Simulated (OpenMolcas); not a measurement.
Run report: Ga⁺, multiconfigurational calculation

Ga⁺. Computed at this level: state-averaged XMS-RASPT2, IPEA shift 0.35, closed shells 3d correlated, active space 2 electrons in the shells 4s 4p 4d; RAS3 4d with at most 2 electrons, basis ANO-R2, X2C scalar Hamiltonian, spin-orbit coupling by RASSI with atomic mean-field integrals (OpenMolcas).

**Input file**
```
&GATEWAY
Coord
1

Ga 0.0 0.0 0.0
Basis=ANO-R2
Group=XYZ
NoMove
AngMom=0.0 0.0 0.0
AMFI
&SEWARD
&RASSCF
FileOrb=start.orb
Symmetry=1
Spin=3
nActEl=2 0 0
Inactive=8 6
Ras2=1 3
CIRoot=3 3 1
SDav=3
CIMx=300
Iter=120 100
PrWF=0.3
OrbListing=Nothing
MaxOrb=0
Atom
>>> COPY $Project.JobIph JOBPRE
&RASSCF
FileOrb=start.orb
Symmetry=1
Spin=3
nActEl=2 0 2
Inactive=8 6
Ras2=1 3
Ras3=5 0
CIRoot=3 3 1
SDav=18
CIMx=300
Iter=120 100
PrWF=0.3
OrbListing=Nothing
MaxOrb=0
Thrs=2.0e-7 1.0e-1 5.0e-4
Atom
>>> COPY $Project.JobIph JOB001
&RASSCF
FileOrb=start.orb
Symmetry=1
Spin=1
nActEl=2 0 2
Inactive=8 6
Ras2=1 3
Ras3=5 0
CIRoot=7 7 1
SDav=27
CIMx=300
Iter=120 100
PrWF=0.3
OrbListing=Nothing
MaxOrb=0
Thrs=2.0e-7 1.0e-1 5.0e-4
Atom
>>> COPY $Project.JobIph JOB002
&RASSCF
FileOrb=start.orb
Symmetry=2
Spin=3
nActEl=2 0 2
Inactive=8 6
Ras2=1 3
Ras3=5 0
CIRoot=3 3 1
SDav=18
CIMx=300
Iter=120 100
PrWF=0.3
OrbListing=Nothing
MaxOrb=0
Thrs=2.0e-7 1.0e-1 5.0e-4
Atom
>>> COPY $Project.JobIph JOB003
&RASSCF
FileOrb=start.orb
Symmetry=2
Spin=1
nActEl=2 0 2
Inactive=8 6
Ras2=1 3
Ras3=5 0
CIRoot=3 3 1
SDav=18
CIMx=300
Iter=120 100
PrWF=0.3
OrbListing=Nothing
MaxOrb=0
Thrs=2.0e-7 1.0e-1 5.0e-4
Atom
>>> COPY $Project.JobIph JOB004
&RASSI
NrOfJobIphs=4 3 7 3 3
1 2 3
1 2 3 4 5 6 7
1 2 3
1 2 3
IphNames
JOB001
JOB002
JOB003
JOB004
EJob
SpinOrbit
DIPRint=1.0
SOCoupling=1000.0
Subsets=2
MEES
Property=10
'ANGMOM' 1 'ANGMOM' 2 'ANGMOM' 3 'MLTPL  1' 1 'MLTPL  1' 2 'MLTPL  1' 3
'AMFI' 1 'AMFI' 2 'AMFI' 3 'MLTPL  2' 6
SOProperty=3
'ANGMOM' 1 'ANGMOM' 2 'ANGMOM' 3
>>> COPY JOB001 $Project.JobIph
&CASPT2
XMultistate=3 1 2 3
Frozen=3 6
IPEA=0.35
MaxIter=60
WThr=0.0 0.3 0.05
PrWF=0.5
NoMix
>>> COPY JOB002 $Project.JobIph
&CASPT2
XMultistate=7 1 2 3 4 5 6 7
Frozen=3 6
IPEA=0.35
MaxIter=60
WThr=0.0 0.3 0.05
PrWF=0.5
NoMix
>>> COPY JOB003 $Project.JobIph
&CASPT2
XMultistate=3 1 2 3
Frozen=3 6
IPEA=0.35
MaxIter=60
WThr=0.0 0.3 0.05
PrWF=0.5
NoMix
>>> COPY JOB004 $Project.JobIph
&CASPT2
XMultistate=3 1 2 3
Frozen=3 6
IPEA=0.35
MaxIter=60
WThr=0.0 0.3 0.05
PrWF=0.5
NoMix
```

The file start.orb holds starting orbitals from an earlier step. A driver script formed the levels outside the program, from RASSI's spin-orbit matrix and the CASPT2 energies (for multi-state variants, the effective Hamiltonian), averaged over the components of each term or state. The log and the time are those of the CASPT2 step.

Hardware: 1 thread of Arm Neoverse N1, 24 GiB of memory available, shared host.

Launched with:
```bash
OMP_NUM_THREADS=1 MOLCAS_MEM=2252 MOLCAS_PROJECT=a pymolcas a.inp > a.log  # once for each step of the input, in one work folder
```

**Output (extracts)**
```
--- CASPT2 ---
Orbital specifications:
      -----------------------

      Symmetry species                           1   2
                                                ag  au
      Frozen orbitals                            3   6
      Inactive orbitals                          5   0
      Active orbitals                            6   3
      Secondary orbitals                        21  27
      Deleted orbitals                           0   0
      Number of basis functions                 35  36
Type of calculation                        XMS-CASPT2
      Fock operator                              state-average
      IPEA shift                                 0.35
      Real shift                                 0.00
      Imaginary shift                            0.00
      The input orbitals will be transformed to quasi-canonical
      The input states will be rotated to diagonalize the Fock operator
Reference energy:       -1941.5487876599
      E2 (Non-variational):      -0.4617722971
      E2 (Variational):          -0.4617722802
      Total energy:           -1942.0105599401
      Residual norm:              0.0000003489
      Reference weight:           0.95464
      Contributions to the CASPT2 correlation energy
      Active & Virtual Only:         -0.0012679380
      One Inactive Excited:          -0.0373655378
      Two Inactive Excited:          -0.4231388213
Reference energy:       -1941.5487876599
      E2 (Non-variational):      -0.4617794524
      E2 (Variational):          -0.4617794354
      Total energy:           -1942.0105670954
      Residual norm:              0.0000003498
      Reference weight:           0.95463
      Contributions to the CASPT2 correlation energy
      Active & Virtual Only:         -0.0012679349
      One Inactive Excited:          -0.0373709975
      Two Inactive Excited:          -0.4231405199
::    XMS-CASPT2 Root  1     Total energy:  -1942.01057087
::    XMS-CASPT2 Root  2     Total energy:  -1942.01056035
::    XMS-CASPT2 Root  3     Total energy:  -1942.01055494
--- CASPT2 ---
Orbital specifications:
      -----------------------

      Symmetry species                           1   2
                                                ag  au
      Frozen orbitals                            3   6
      Inactive orbitals                          5   0
      Active orbitals                            6   3
      Secondary orbitals                        21  27
      Deleted orbitals                           0   0
      Number of basis functions                 35  36
Type of calculation                        XMS-CASPT2
      Fock operator                              state-average
      IPEA shift                                 0.35
      Real shift                                 0.00
      Imaginary shift                            0.00
      The input orbitals will be transformed to quasi-canonical
      The input states will be rotated to diagonalize the Fock operator
Reference energy:       -1942.0530845364
      E2 (Non-variational):      -0.4932701112
      E2 (Variational):          -0.4932701102
      Total energy:           -1942.5463546465
      Residual norm:              0.0000000192
      Reference weight:           0.94431
      Contributions to the CASPT2 correlation energy
      Active & Virtual Only:         -0.0104962876
      One Inactive Excited:          -0.0585620992
      Two Inactive Excited:          -0.4242117245
Reference energy:       -1941.5684495814
      E2 (Non-variational):      -0.4551073594
      E2 (Variational):          -0.4551073413
      Total energy:           -1942.0235569227
      Residual norm:              0.0000003418
      Reference weight:           0.95523
      Contributions to the CASPT2 correlation energy
      Active & Virtual Only:         -0.0013593528
      One Inactive Excited:          -0.0312695853
      Two Inactive Excited:          -0.4224784213
::    XMS-CASPT2 Root  1     Total energy:  -1942.53875670
::    XMS-CASPT2 Root  2     Total energy:  -1942.02416145
::    XMS-CASPT2 Root  3     Total energy:  -1942.02385729
::    XMS-CASPT2 Root  4     Total energy:  -1942.02349297
::    XMS-CASPT2 Root  5     Total energy:  -1942.02338980
::    XMS-CASPT2 Root  6     Total energy:  -1942.02286182
::    XMS-CASPT2 Root  7     Total energy:  -1941.92409594
--- CASPT2 ---
Orbital specifications:
      -----------------------

      Symmetry species                           1   2
                                                ag  au
      Frozen orbitals                            3   6
      Inactive orbitals                          5   0
      Active orbitals                            6   3
      Secondary orbitals                        21  27
      Deleted orbitals                           0   0
      Number of basis functions                 35  36
Type of calculation                        XMS-CASPT2
      Fock operator                              state-average
      IPEA shift                                 0.35
      Real shift                                 0.00
      Imaginary shift                            0.00
      The input orbitals will be transformed to quasi-canonical
      The input states will be rotated to diagonalize the Fock operator
Reference energy:       -1941.8536301034
      E2 (Non-variational):      -0.4666984162
      E2 (Variational):          -0.4666983847
      Total energy:           -1942.3203284881
      Residual norm:              0.0000006520
      Reference weight:           0.95436
      Contributions to the CASPT2 correlation energy
      Active & Virtual Only:         -0.0011978027
      One Inactive Excited:          -0.0400526570
      Two Inactive Excited:          -0.4254479565
Reference energy:       -1941.8536301034
      E2 (Non-variational):      -0.4666340864
      E2 (Variational):          -0.4666340549
      Total energy:           -1942.3202641583
      Residual norm:              0.0000006502
      Reference weight:           0.95438
      Contributions to the CASPT2 correlation energy
      Active & Virtual Only:         -0.0011975715
      One Inactive Excited:          -0.0400017901
      Two Inactive Excited:          -0.4254347248
::    XMS-CASPT2 Root  1     Total energy:  -1942.32043032
::    XMS-CASPT2 Root  2     Total energy:  -1942.32029287
::    XMS-CASPT2 Root  3     Total energy:  -1942.32025367
--- CASPT2 ---
Orbital specifications:
      -----------------------

      Symmetry species                           1   2
                                                ag  au
      Frozen orbitals                            3   6
      Inactive orbitals                          5   0
      Active orbitals                            6   3
      Secondary orbitals                        21  27
      Deleted orbitals                           0   0
      Number of basis functions                 35  36
Type of calculation                        XMS-CASPT2
      Fock operator                              state-average
      IPEA shift                                 0.35
      Real shift                                 0.00
      Imaginary shift                            0.00
      The input orbitals will be transformed to quasi-canonical
      The input states will be rotated to diagonalize the Fock operator
Reference energy:       -1941.7344038594
      E2 (Non-variational):      -0.4816196269
      E2 (Variational):          -0.4816195804
      Total energy:           -1942.2160234398
      Residual norm:              0.0000008056
      Reference weight:           0.94744
      Contributions to the CASPT2 correlation energy
      Active & Virtual Only:         -0.0074199595
      One Inactive Excited:          -0.0496401914
      Two Inactive Excited:          -0.4245594759
Reference energy:       -1941.7344038594
      E2 (Non-variational):      -0.4815267530
      E2 (Variational):          -0.4815267062
      Total energy:           -1942.2159305656
      Residual norm:              0.0000008080
      Reference weight:           0.94744
      Contributions to the CASPT2 correlation energy
      Active & Virtual Only:         -0.0074185164
      One Inactive Excited:          -0.0495428081
      Two Inactive Excited:          -0.4245654285
::    XMS-CASPT2 Root  1     Total energy:  -1942.21613768
::    XMS-CASPT2 Root  2     Total energy:  -1942.21601293
::    XMS-CASPT2 Root  3     Total energy:  -1942.21590084
```

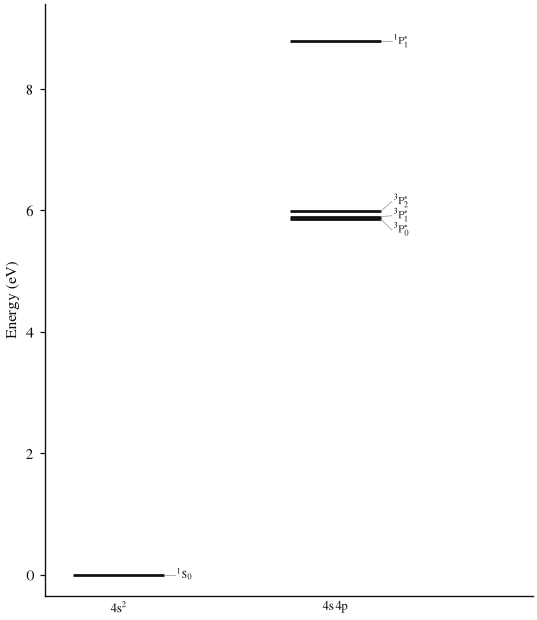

*Level diagram of Ga II (Ga⁺).*

The lowest level is 4s² ¹S₀. The first excited level, 4s 4p ³P°₀, lies at 5.85 eV. It is also the lowest level of opposite parity. The leading LS term holds 100 % of a level on average.

```
Configuration  Level  E (eV)  Landé g
          4s²    ¹S₀       0        –
        4s 4p   ³P°₀   5.852        –
        4s 4p   ³P°₁   5.897    1.501
        4s 4p   ³P°₂   5.990    1.501
        4s 4p   ¹P°₁   8.783    1.000
```

**Results in brief**

- outcome: converged; degenerate states are split by up to 285 cm⁻¹
- lowest level: 4s² ¹S₀
- first excited level: 4s 4p ³P°₀, 47,203 cm⁻¹ (measured: 47,368)
- energy of the lowest spin-free term: −1942.53876 hartree
- energy of the lowest spin-orbit level: −1942.53876 hartree
- CASPT2 correlation energy: −0.4857 hartree
- largest spread among components of a term: 285.1 cm⁻¹
- lowest reference weight: 0.944
- wall time: 11 s

**Remarks**

The components of ¹D, which symmetry makes degenerate, are split by 285 cm⁻¹ in CASPT2, and those of 1 more by over 50 cm⁻¹. This is an artefact; the levels of such states rest on averages and are uncertain by about as much. Caveats: extra active shells serve correlation only, their own levels not computed; only configurations of the active space are included.
